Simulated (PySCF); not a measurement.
C$_{3}$H$_{3}$N$_{3}$S (SMILES [H]/N=C\c1ncsn1)

Input

```
{"job": {"kind": "nmr", "xc": "PBE0", "basis": "pcSseg-1"}, "charge": 0, "multiplicity": 1}
N      2.217505     0.913796    -0.093332
C      1.598386    -0.165730    -0.266161
C      0.150426    -0.348250    -0.192748
N     -0.675891     0.693224     0.082572
C     -1.894638     0.286396     0.092198
S     -2.016790    -1.412414    -0.245362
N     -0.407038    -1.520888    -0.389179
H      1.613565     1.709768     0.115317
H      2.166557    -1.061523    -0.492807
H     -2.743199     0.910274     0.283374
```

Run with:

```sh
OMP_NUM_THREADS=1 python probes_run.py task.json out
```

Geometry: GFN2-xTB.

All numbers below come from PBE0/pcSseg-1, SCF density, gas phase, non-relativistic (PySCF).

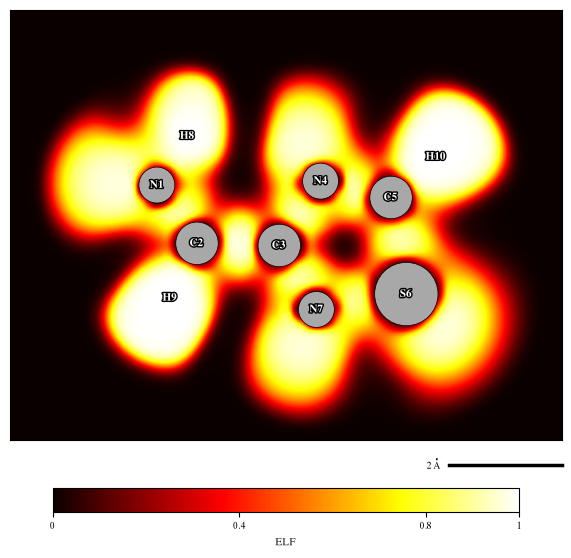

Figure 1. ELF on the molecular plane. Grey discs cover the atomic cores.

### Describe what can be read from this map.

The plane passes through N, C, S and H nuclei. C–N (1.26 Å): the ELF peaks at about 0.90 between the atoms (a short, multiple covalent bond). C–C (1.46 Å): the ELF peaks at about 0.95 between the atoms: a covalent bond. S–N (1.62 Å): the ELF peaks at about 0.90 between the atoms, as expected for a covalent bond. C–S (1.74 Å): the ELF peaks at about 0.90 between the atoms, as expected for localised, covalent bonding. N–H (1.02 Å): the ELF climbs to about 1 towards the hydrogen, as it does in any bond to H; an ordinary covalent bond to hydrogen. The ELF also peaks beside N7, S6, N1 and N4, away from the bonds: lone-pair regions.

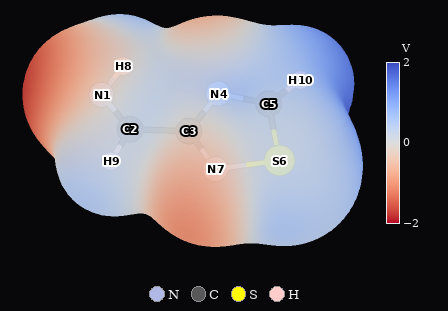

Figure 2. The electrostatic potential painted on the density surface at 0.001 e/bohr³, seen at a tilt; the colour scale runs from red (negative) to blue (positive).

### Where is the surface potential most negative and most positive?

The most negative region (about −1.7 V) lies over N1, the most positive (about +1.7 V) over C5 and S6. N1 is the likeliest acceptor of a hydrogen bond.

### What dipole moment does the calculation give?

Its dipole moment is 3.82 D.

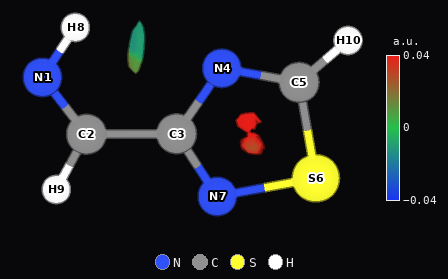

Figure 3. Non-covalent interaction (NCI) plot: the surface where the reduced density gradient is 0.6, for densities under 0.05 a.u., coloured by sign(λ₂)ρ; seen at a tilt.

### Which non-covalent interactions does the plot reveal?

- H8···N4 (2.5 Å): a hydrogen bond (blue, attractive)
- Inside the ring or cage of C3, N4, C5, S6 and N7: steric crowding (red) (×2)
